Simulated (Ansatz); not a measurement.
# Decaying states in the gap of IBr2Cl, part 2 of 3

A new crystal, IBr2Cl: structure, gap and complex bands. It is built by putting I for part of the Cl in the BrCl structure of space group Cmc2_1, with the volume rescaled by atomic radii. The parent structure comes from the Materials Project.

Ansatz 0.2.0; PBEsol DFT, plane waves, PAW files (the session's first sound run).

So far. Step 2 (Cell and atoms at rest): The largest force component on a free atom ends at 0.0033 eV/Å.

The structure was built from a prototype and need not be the compound's stable phase.

## 3. The bulk crystal and its band edges

The energy window and the wavevectors of the next steps follow from the band edges, so these are searched first, off the mesh as well.

input.yaml

```yaml
crystal:
  lattice:
    - [3.5498073236, -2.3484747022, -0.0001425941]
    - [3.5498073236, 2.3484747022, 0.0001425941]
    - [0.0, 0.0004434257, 8.0690992181]
  atoms:
    - { symbol: Br, position: [-0.0066176399, 1.0066176399, 0.6191417209] }
    - { symbol: Br, position: [0.9935559862, 0.0064440138, 0.1307993429] }
    - { symbol: Cl, position: [0.6693766416, 0.3306233584, 0.3750273149] }
    - { symbol: I, position: [0.3436850121, 0.6563149879, 0.8750316213] }
kpoints:
  mp_grid: { grid: [6, 6, 4] }
  band_path: { path: [VBM, CBM], npoints: 30 }
scf:
  occupations: { method: fixed }
hamiltonian:
  xc: pbesol
output:
  eigenvalues: true
  write_potential: true
  write_density: true
  volumetric_format: npy
```

Launch:

```console
> ansatz run input.yaml --threads 2 --pin off --max-ram 4096MiB --backend cpu --events-out ev --progress --plain --runs-dir out
```

Numbers of over 12 decimals in the logs are rounded to 6 here.

Output:

```text
[...]
Crystal: 4 atoms, lattice volume = 134.538 Å³
Basis set: ecut = 420 eV, 2619 PW (Γ)
Bands: 23, of which v1, the nominal top of the filled ones, is band 19 counted from 1 (18 counted from 0)
Symmetry: 2 space group operations
[...]
k-points: 47 of 144 (time reversal used)
[...]
SCF iter   1: F=—  HF=-13966.262322 eV  |F-HF|=—  |Δ(HF+E_count)|=         —  Δρ=3.86e-3  dr2=4.72e-2  ethr=1.77e-3  ⟨swp⟩=5.8  Hψ=4756  notcnv=0  defer=94
[...]
SCF iter   7: F=-13966.256323 eV  HF=-13966.256323 eV  |F-HF|=2.09e-8  |Δ(HF+E_count)|=   5.26e-7  Δρ=3.19e-6  dr2=1.55e-8  ethr=2.63e-10  ⟨swp⟩=9.1  Hψ=5096  notcnv=0
SCF 1 converged in 7 iterations: F = -13966.256323 eV  dr2 = 1.55e-8
[...]
NSCF: frozen V_eff on 68 k-points
[...]
SCF converged after 7 iterations
Free energy (F): -13966.256323 eV
[...]
Internal energy: -13966.256323 eV  (E = F + TS)
E sigma→0 (E₀):  -13966.256323 eV
Fermi energy:    2.745116 eV
[...]
--- Band table (eV; the first three rows and the last of 47) ---
  k-point 0: bands = [... 15 lower, 1.3756, 1.6027, 1.6399, 2.5546, 4.5748, 4.9617, 8.0862, 9.3598]
  k-point 1: bands = [... 15 lower, 1.3212, 1.3233, 1.9100, 2.5150, 4.2952, 4.7464, 8.3286, 9.5507]
  k-point 2: bands = [... 15 lower, 1.3481, 1.3683, 2.0548, 2.4605, 4.0536, 4.4895, 8.6864, 9.3575]
  k-point 46: bands = [... 15 lower, 1.1357, 1.4293, 1.8274, 2.1035, 4.0334, 4.2997, 9.8801, 10.9052]
```

The job ended after 6.7 s (2 threads of AMD EPYC 9R45 (Zen 5), shared host; peak memory 0.46 GiB).

Numbers from this step:

| Quantity | Value |
| --- | --- |
| free energy | -13966.2563 eV |
| Fermi energy | 2.745 eV |
| gap on the k-mesh | 1.288 eV |
| gap on path | 1.288 eV, by band count; negative where bands overlap |
| direct gap on path | 1.643 eV |
| edge places on path | 0, 0.3893 1/A along the path |

Electronic bands along the path, in eV, zero at the Fermi level (highest filled level under fixed occupations); v1 is the highest filled band, c1 the lowest empty one:

| point | v4 | v3 | v2 | v1 | c1 | c2 | c3 | c4 |
| --- | --- | --- | --- | --- | --- | --- | --- | --- |
| VBM | -1.92 | -1.88 | -1.48 | 0.00 | 1.66 | 2.11 | 6.24 | 7.72 |
| CBM | -1.61 | -1.32 | -0.92 | -0.64 | 1.29 | 1.55 | 7.13 | 8.16 |

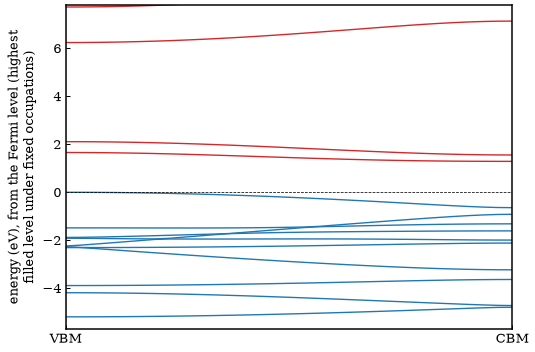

Electronic bands along the path; lines of filled and empty bands in two colours.

The searched edges give 1.29 eV, as on the mesh.

## 4. Decaying states in the gap

This step: PBEsol DFT, plane waves, PAW files; complex bands by layer matching along the plane's normal (Ansatz 0.2.0).

The same crystal is laid in a cell whose first two vectors span the (001) plane (indices of the standard conventional cell, whose axes can be ordered otherwise than in the bulk input). At fixed energy and wavevector in the plane the solver finds all kz, real and complex. A few wavevectors are listed, (0, 0), (-0.5, -0.5) and (0.5, 0) in units of the plane's reciprocal vectors; the slowest state needn't be among them.

input.yaml

```yaml
crystal:
  lattice:
    - [4.256344145, 0.0, 0.0]
    - [1.66476167, 3.917273805, 0.0]
    - [-0.000514991, 0.000778429, 8.069099176]
  atoms:
    - { symbol: Br, position: [0.9933823601, 0.0066176399, 0.6191417209] }
    - { symbol: Br, position: [0.9935559862, 0.0064440138, 0.1307993429] }
    - { symbol: Cl, position: [0.6693766416, 0.3306233584, 0.3750273149] }
    - { symbol: I, position: [0.3436850121, 0.6563149879, 0.8750316213] }
kpoints:
  mp_grid: { grid: [6, 6, 4] }
scf:
  occupations: { method: fixed }
hamiltonian:
  xc: pbesol
output:
  eigenvalues: true
  transmission:
    leads: [[0, 0]]
    kpoints: [[0.0, 0.0], [-0.5, -0.5], [0.5, 0.0]]
    e_range: [-1.0, 2.29]
    de: 0.08
```

Output:

```text
[...]
Crystal: 4 atoms, lattice volume = 134.538 Å³
Basis set: ecut = 420 eV, 2619 PW (Γ)
Bands: 23, of which v1, the nominal top of the filled ones, is band 19 counted from 1 (18 counted from 0)
Symmetry: 2 space group operations
[...]
k-points: 47 of 144 (time reversal used)
[...]
SCF iter   1: F=—  HF=-13966.262322 eV  |F-HF|=—  |Δ(HF+E_count)|=         —  Δρ=3.86e-3  dr2=4.72e-2  ethr=1.77e-3  ⟨swp⟩=5.8  Hψ=4756  notcnv=0  defer=94
[...]
SCF iter   7: F=-13966.256323 eV  HF=-13966.256323 eV  |F-HF|=2.09e-8  |Δ(HF+E_count)|=   5.26e-7  Δρ=3.18e-6  dr2=1.54e-8  ethr=2.63e-10  ⟨swp⟩=9.1  Hψ=5089  notcnv=0
SCF 1 converged in 7 iterations: F = -13966.256323 eV  dr2 = 1.54e-8
[...]
transmission: 12 of 36 steps passed
transmission: 24 of 36 steps passed
transmission: 36 of 36 steps passed
SCF converged after 7 iterations
Free energy (F): -13966.256323 eV
[...]
Internal energy: -13966.256323 eV  (E = F + TS)
E sigma→0 (E₀):  -13966.256323 eV
Fermi energy:    2.745116 eV
[...]
--- Band table (eV; the first three rows and the last of 47) ---
  k-point 0: bands = [... 15 lower, 1.3756, 1.6027, 1.6399, 2.5546, 4.5748, 4.9617, 8.0862, 9.3598]
  k-point 1: bands = [... 15 lower, 1.3212, 1.3233, 1.9100, 2.5150, 4.2952, 4.7464, 8.3286, 9.5507]
  k-point 2: bands = [... 15 lower, 1.3481, 1.3683, 2.0548, 2.4605, 4.0536, 4.4895, 8.6864, 9.3575]
  k-point 46: bands = [... 15 lower, 1.1357, 1.4293, 1.8274, 2.1035, 4.0334, 4.2997, 9.8801, 10.9052]
--- Transmission ---
  basis      : 145 plane waves across, 12 finite elements along
  points     : 3, as listed
  energies   : 42 from -1.000000 to 2.280000 eV about the Fermi level, 0.080000 eV apart; the leads are filled to 0.644141 eV, and channels, transmission and decay are at 0.680000 eV
  crystal 0  : Cl1Br2I1, at the sites [0, 0], period 8.0691 Å: whole cells are its period
    offset         : up to 0.0000 Å between an atom of the period and one for which it stands
    channels       : 0.000000e0 a spin
    conductance    : none, the energies end too early or step too widely for 300 K: set another output.transmission.e_range or a lower de, or, where they end at an eighth of basis.ecutwfc, a higher one
    slowest decay  : 0.2112 /Å at (0.5000, 0.0000)
```

Run time: 10 s. Hardware: 2 threads; peak memory 0.5 GiB; 14 s of CPU time.

Numbers from this step:

```
level to which the leads are filled                       : 0.6441 eV from the Fermi level
decay constant at the filling level, zone centre          : 0.2411 Å⁻¹
decay constant at the filling level, slowest listed point : 0.2112 Å⁻¹
```

K parallel (0, 0); values up to 1.5 1/Å, a degenerate pair printed once or twice; energies at which all values exceed this have no row. Table of Im kz of the slowest decaying states by energy, zero at the highest filled level on the SCF mesh:

| energy (eV) | decay 1 (Å⁻¹) | decay 2 (Å⁻¹) | decay 3 (Å⁻¹) | decay 4 (Å⁻¹) |
| --- | --- | --- | --- | --- |
| -1.0000 | 0.215 | 0.316 | 1.30 | 1.39 |
| -0.7600 | 0.246 | 0.376 | 1.27 | 1.36 |
| -0.5200 | 0.161 | 0.264 | 0.416 | 1.23 |
| -0.2800 | 0.272 | 0.445 | 1.20 | 1.32 |
| -0.0400 | 0.274 | 0.338 | 0.466 | 1.15 |
| 0.2800 | 0.267 | 0.485 | 0.572 | 1.09 |
| 0.5200 | 0.254 | 0.495 | 0.713 | 1.01 |
| 0.7600 | 0.233 | 0.501 | 0.885 | 1.22 |
| 1.0000 | 0.201 | 0.505 | 0.901 | 1.19 |
| 1.2400 | 0.0960 | 0.189 | 0.506 | 0.912 |
| 1.4800 | 0.152 | 0.505 | 0.919 | 1.15 |
| 1.7200 | 0.0510 | 0.502 | 0.923 | 1.13 |
| 1.9600 | 0.108 | 0.497 | 0.924 | 1.11 |
| 2.2800 | 0.102 | 0.168 | 0.488 | 0.921 |

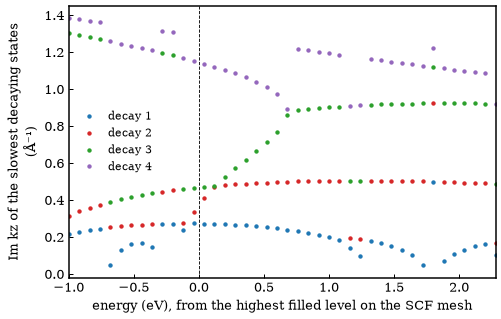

Im kz of the slowest decaying states against energy.

K parallel (-0.5, -0.5); values up to 1.5 1/Å, a degenerate pair printed once or twice; energies at which all values exceed this have no row. Table of Im kz of the slowest decaying states by energy, zero at the highest filled level on the SCF mesh:

| energy (eV) | decay 1 (Å⁻¹) | decay 2 (Å⁻¹) | decay 3 (Å⁻¹) | decay 4 (Å⁻¹) |
| --- | --- | --- | --- | --- |
| -1.0000 | 0.229 | 0.363 | - | - |
| -0.7600 | 0.0397 | 0.256 | 0.408 | - |
| -0.5200 | 0.271 | 0.440 | - | - |
| -0.2800 | 0.277 | 0.463 | - | - |
| -0.0400 | 0.276 | 0.480 | - | - |
| 0.2800 | 0.215 | 0.266 | 0.496 | - |
| 0.5200 | 0.251 | 0.287 | 0.504 | - |
| 0.7600 | 0.227 | 0.340 | 0.509 | - |
| 1.0000 | 0.188 | 0.383 | 0.512 | 1.49 |
| 1.2400 | 0.112 | 0.418 | 0.513 | 1.47 |
| 1.4800 | 0.0756 | 0.448 | 0.513 | 1.45 |
| 1.7200 | 0.0891 | 0.474 | 0.510 | 1.42 |
| 1.9600 | 0.177 | 0.497 | 0.506 | 1.40 |
| 2.2800 | 0.145 | 0.227 | 0.499 | 0.523 |

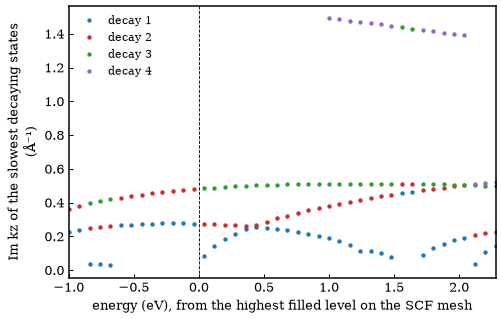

Im kz of the slowest decaying states against energy.

K parallel (-0.5, -0.5). Re kz of states that move upwards against energy, zero at the highest filled level on the SCF mesh:

| energy (eV) | channel 1 (Å⁻¹) | channel 2 (Å⁻¹) |
| --- | --- | --- |
| -1.0000 | 0.341 | - |
| -0.7600 | - | - |
| -0.5200 | -0.322 | - |
| -0.2800 | -0.228 | - |
| -0.0400 | -0.0838 | - |
| 0.2800 | - | - |
| 0.5200 | - | - |
| 0.7600 | - | - |
| 1.0000 | - | - |
| 1.2400 | - | - |
| 1.4800 | -0.174 | - |
| 1.7200 | -0.258 | - |
| 1.9600 | -0.145 | - |
| 2.2800 | - | - |

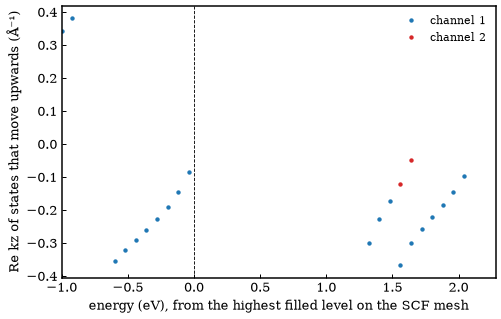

Re kz of states that move upwards, plotted against energy.

K parallel (0.5, 0); values up to 1.5 1/Å, a degenerate pair printed once or twice; energies at which all values exceed this have no row. Table of Im kz of the slowest decaying states by energy, zero at the highest filled level on the SCF mesh:

| energy (eV) | decay 1 (Å⁻¹) | decay 2 (Å⁻¹) | decay 3 (Å⁻¹) | decay 4 (Å⁻¹) |
| --- | --- | --- | --- | --- |
| -1.0000 | 0.980 | 1.14 | - | - |
| -0.7600 | 0.960 | 1.11 | - | - |
| -0.5200 | 0.0226 | 0.940 | 1.08 | - |
| -0.2800 | 0.0298 | 0.226 | 0.922 | 1.05 |
| -0.0400 | 0.0909 | 0.137 | 0.346 | 0.905 |
| 0.2800 | 0.164 | 0.193 | 0.443 | 0.883 |
| 0.5200 | 0.195 | 0.218 | 0.493 | 0.867 |
| 0.7600 | 0.218 | 0.232 | 0.533 | 0.852 |
| 1.0000 | 0.236 | 0.565 | 0.836 | 0.858 |
| 1.2400 | 0.239 | 0.594 | 0.810 | 0.822 |
| 1.4800 | 0.232 | 0.624 | 0.757 | 0.805 |
| 1.7200 | 0.208 | 0.674 | 0.788 | 1.44 |
| 1.9600 | 0.137 | 0.654 | 0.770 | 1.42 |
| 2.2800 | 0.274 | 0.618 | 0.746 | 1.39 |

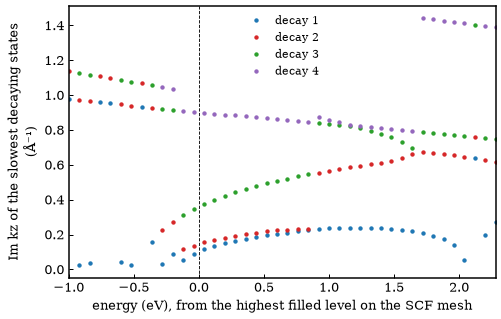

Im kz of the slowest decaying states, plotted against energy.

At the listed wavevectors the last open channel is at -0.04 eV and the next at +1.32 eV on the grid. At +0.68 eV, the grid energy nearest the filling level (the middle of the gap on the SCF mesh), the slowest state at the listed wavevectors decays with κ = 0.211 Å⁻¹, its amplitude falling by e over 4.7 Å. Through 1 nm of this crystal that state's transmission falls by exp(−2 × 0.211 Å⁻¹ × 10 Å) = 0.015.

## 5. Band edges at another level

This step: PBE DFT, plane waves, PAW files (Ansatz 0.2.0).

The edges again with PBE, at the same atoms.

input.yaml

```yaml
crystal:
  lattice:
    - [3.5498073236, -2.3484747022, -0.0001425941]
    - [3.5498073236, 2.3484747022, 0.0001425941]
    - [0.0, 0.0004434257, 8.0690992181]
  atoms:
    - { symbol: Br, position: [-0.0066176399, 1.0066176399, 0.6191417209] }
    - { symbol: Br, position: [0.9935559862, 0.0064440138, 0.1307993429] }
    - { symbol: Cl, position: [0.6693766416, 0.3306233584, 0.3750273149] }
    - { symbol: I, position: [0.3436850121, 0.6563149879, 0.8750316213] }
kpoints:
  mp_grid: { grid: [6, 6, 4] }
  band_path: { path: [VBM, CBM], npoints: 30 }
scf:
  occupations: { method: fixed }
hamiltonian:
  xc: pbe
output:
  eigenvalues: true
```

Output:

```text
[...]
Crystal: 4 atoms, lattice volume = 134.538 Å³
Basis set: ecut = 420 eV, 2619 PW (Γ)
Bands: 23, of which v1, the nominal top of the filled ones, is band 19 counted from 1 (18 counted from 0)
Symmetry: 2 space group operations
[...]
k-points: 47 of 144 (time reversal used)
[...]
SCF iter   1: F=—  HF=-14158.903277 eV  |F-HF|=—  |Δ(HF+E_count)|=         —  Δρ=1.90e-3  dr2=7.34e-3  ethr=1.77e-3  ⟨swp⟩=5.8  Hψ=4759  notcnv=0  defer=94
[...]
SCF iter   7: F=-14158.903663 eV  HF=-14158.903663 eV  |F-HF|=8.03e-9  |Δ(HF+E_count)|=   4.03e-7  Δρ=3.98e-6  dr2=2.24e-8  ethr=2.63e-10  ⟨swp⟩=9.2  Hψ=5060  notcnv=0
SCF 1 converged in 7 iterations: F = -14158.903663 eV  dr2 = 2.24e-8
[...]
SCF converged after 7 iterations
Free energy (F): -14158.903663 eV
[...]
Internal energy: -14158.903663 eV  (E = F + TS)
E sigma→0 (E₀):  -14158.903663 eV
Fermi energy:    2.817655 eV
[...]
--- Band table (eV; the first three rows and the last of 47) ---
  k-point 0: bands = [... 15 lower, 1.4628, 1.6822, 1.7187, 2.6311, 4.6913, 5.0732, 8.3511, 9.5925]
  k-point 1: bands = [... 15 lower, 1.4042, 1.4165, 1.9874, 2.5916, 4.4241, 4.8676, 8.5876, 9.7815]
  k-point 2: bands = [... 15 lower, 1.4484, 1.4698, 2.1314, 2.5372, 4.1941, 4.6212, 8.9388, 9.5939]
  k-point 46: bands = [... 15 lower, 1.2414, 1.5301, 1.9130, 2.1910, 4.1686, 4.4292, 10.0997, 11.0994]
```

Elapsed: 6.8 s, on 2 threads; peak memory 0.46 GiB; 13 s of CPU time.

Numbers from this step:

* free energy: -14158.9037 eV
* Fermi energy: 2.818 eV
* gap on the k-mesh: 1.351 eV
* gap on path: 1.351 eV, by band count; negative where bands overlap
* direct gap on path: 1.691 eV

The electronic bands at the labelled points (eV, zero at the Fermi level (highest filled level under fixed occupations); v1 is the highest filled band, c1 the lowest empty one):

| point | v4 | v3 | v2 | v1 | c1 | c2 | c3 | c4 |
| --- | --- | --- | --- | --- | --- | --- | --- | --- |
| VBM | -1.88 | -1.84 | -1.47 | 0.00 | 1.70 | 2.15 | 6.40 | 7.86 |
| CBM | -1.58 | -1.29 | -0.90 | -0.63 | 1.35 | 1.61 | 7.28 | 8.28 |

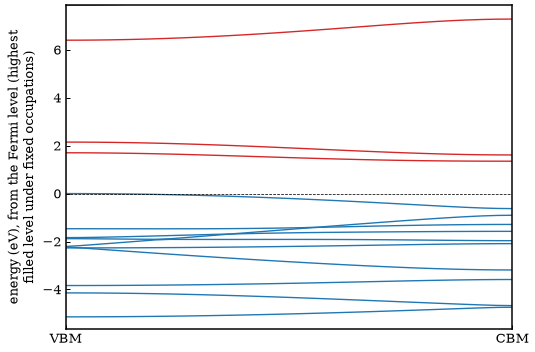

Electronic bands along the path; lines of filled and empty bands in two colours.

The searched edges give 1.35 eV, as on the mesh.

For the gap on path, step 3 gave 1.29 eV; this run, with PBE, gives 1.35 eV.

(Continued in part 3 of 3.)

[Logs are printed without paths, hosts, clocks, repeated set-up lines and the standing remarks that a program may print on its own settings, such as how far it seeks lower states.]

[Hosts, paths, dates, database ids (printed as entryN), source tags and the programs' standing remarks are cut or masked in the printed files.]

[New means built here by substitution; the compound itself may be known and measured.]
